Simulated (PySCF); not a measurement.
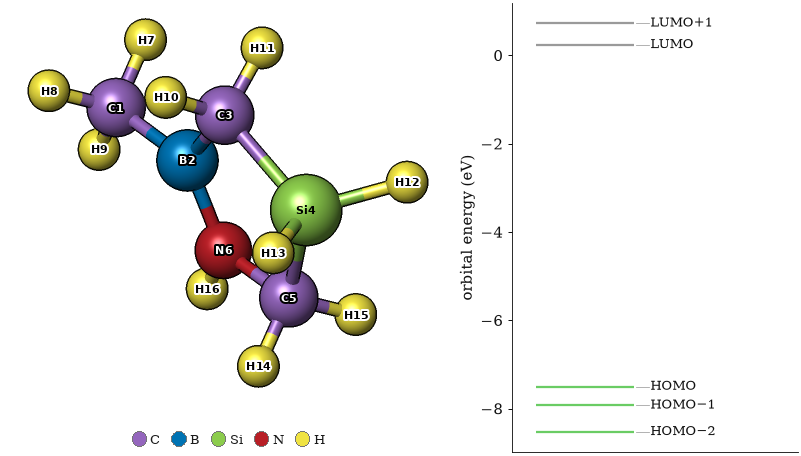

C₃H₁₀BNSi, SMILES CB1C[SiH2]CN1. Kohn-Sham orbital energies near the frontier, PBE0/def2-SVPD with PySCF 2.14.0, at a GFN2-xTB geometry (no frequency check), isolated molecule; empty levels in grey, levels within 0.03 eV side by side.

### Where do the frontier orbitals lie?

HOMO at −7.50 eV, LUMO at 0.24 eV, 7.74 eV apart.

### List the levels with the atoms that carry most of them (a dash for levels above zero or within 0.03 eV of another, where shares mean little).

```
orbital  energy (eV)               Löwdin shares
 LUMO+1         0.73                           –
   LUMO         0.24                           –
   HOMO        −7.50   N6 50 %, C5 13 %, B2 11 %
 HOMO−1        −7.93  C3 34 %, Si4 17 %, B2 14 %
 HOMO−2        −8.53   C5 36 %, Si4 20 %, C3 9 %
```

Known limits of this run: the tight-binding geometry is rougher than a DFT one and adds to the error; one conformer of a flexible molecule; empty levels above zero depend strongly on the basis.
